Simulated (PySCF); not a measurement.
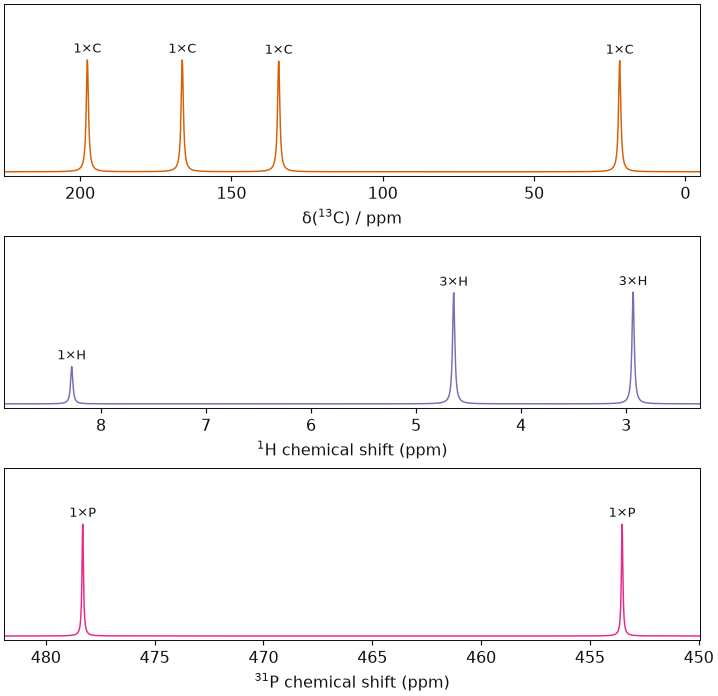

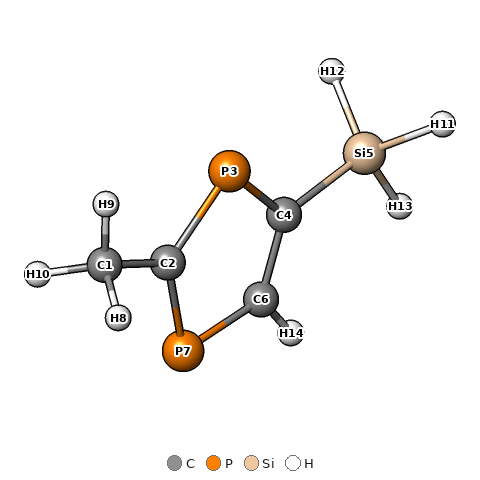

Spectrum and numbered structure of C₄H₇P₂Si⁻, SMILES Cc1pc([SiH3])c[p-]1. GIAO shifts, PBE0/pcSseg-1 (IEF-PCM benzene), PySCF 2.14.0, at a PBE0-D3(BJ)/def2-SVP geometry (no frequency check), against TMS for ¹³C, TMS for ¹H and PH₃ for ³¹P computed at the same level (³¹P: the usual scale starts at 85 % H₃PO₄ instead). fully decoupled, line heights follow the number of nuclei, widths are arbitrary (no quadrupolar broadening); values of one conformer, averaged over methyl-type rotors and exact or near symmetry.

> Which atoms give which ¹³C line?

```tsv
δ (ppm)	nuclei	atoms
197.6	1	C2
166.2	1	C6
134.4	1	C4
21.7	1	C1
```

> Assign the ¹H signals to the numbered atoms.

| δ (ppm) | nuclei | atoms |
| --- | --- | --- |
| 8.28 | 1 | H14 |
| 4.64 | 3 | H11, H12, H13 |
| 2.93 | 3 | H8, H9, H10 |

> Assign the ³¹P signals to the numbered atoms.

| δ (ppm) | nuclei | atoms |
| --- | --- | --- |
| 478.3 | 1 | P3 |
| 453.5 | 1 | P7 |

Note: an anion in a basis that has no diffuse functions.
